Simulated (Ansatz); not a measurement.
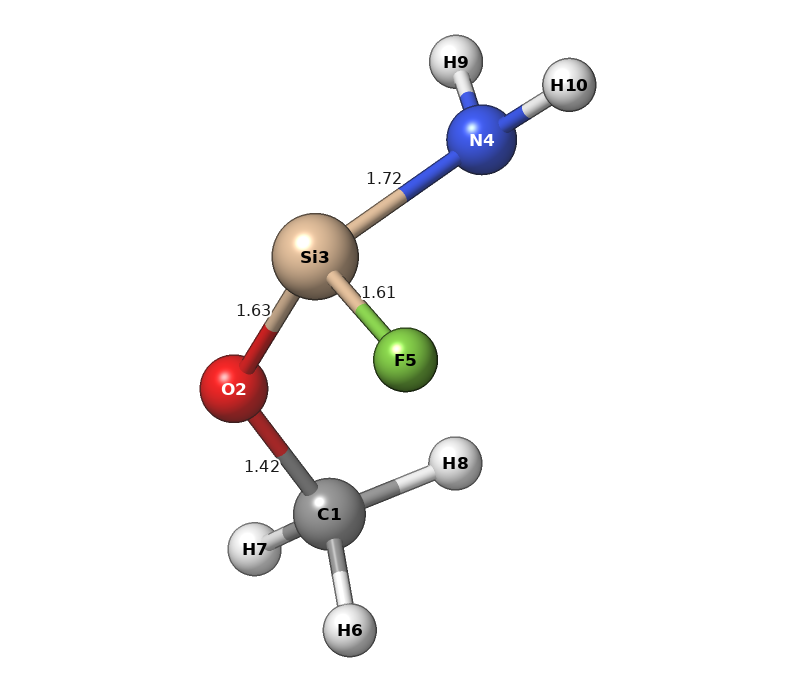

The numbers beside the sticks are distances in Å. Sticks don't show bond order. State: neutral, doublet. The geometry was computed by an optimisation with PBE0-D4/def2-TZVP. No frequency run is at hand to confirm it as a minimum.

### Assign a bond order to each marked bond.

C1–O2 single; O2–Si3 single; Si3–N4 single; Si3–F5 single. This is one Lewis structure.

### Write the SMILES.

CO[Si](N)F
